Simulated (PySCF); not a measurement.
# C5H9NS: the cost of one run

Programs: PySCF 2.14.0, with routines of our own; each step states its level. All values are computed. Atoms count from 0.

## 1. The starting structure

16 atoms, charge 0, multiplicity 1; geometry from: GFN2-xTB.

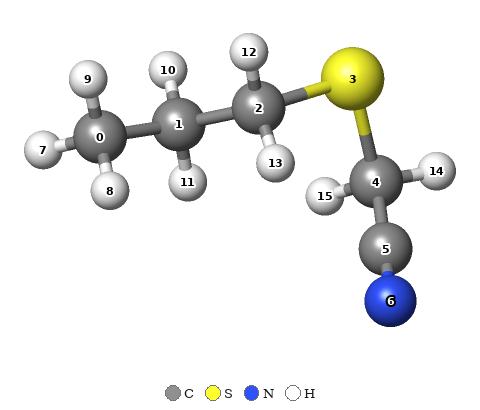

The starting geometry (carbon grey, sulfur yellow, nitrogen blue, hydrogen white).

## 2. Magnetic properties: GIAO PBE0/pcSseg-1

The job: settings as JSON, then the geometry in Å.

```
{"job": {"kind": "mag", "xc": "PBE0", "basis": "pcSseg-1", "isotopologues": 2}, "charge": 0, "multiplicity": 1}
C     -2.322484    -0.497853    -0.060575
C     -1.072527     0.367729    -0.167378
C     -0.070007    -0.000801     0.914771
S      1.360630     1.124997     0.990825
C      2.234680     0.700144    -0.572606
C      2.493352    -0.706709    -0.633554
N      2.650961    -1.839344    -0.650009
H     -3.027926    -0.241533    -0.846993
H     -2.065497    -1.550407    -0.157270
H     -2.808739    -0.348384     0.900733
H     -1.342065     1.421374    -0.064726
H     -0.623442     0.226713    -1.153374
H     -0.523168     0.085508     1.902593
H      0.308853    -1.015468     0.786565
H      3.169311     1.261355    -0.545804
H      1.630467     1.021622    -1.423177
```

With the program's defaults for keys left out, this is: GIAO PBE0/pcSseg-1 magnetisability, rotational g tensor and spin-rotation constants, non-relativistic, gas phase.

On the command line:

```sh
$ OMP_NUM_THREADS=1 python excited_run.py task.json out
```

The driver reads the jobs from task.json and runs them one after another.

Q: Estimate the wall time and peak memory of this first job on 1 thread of Arm Neoverse V2, shared host.

About 26 s, with a peak of 0.76 GiB.
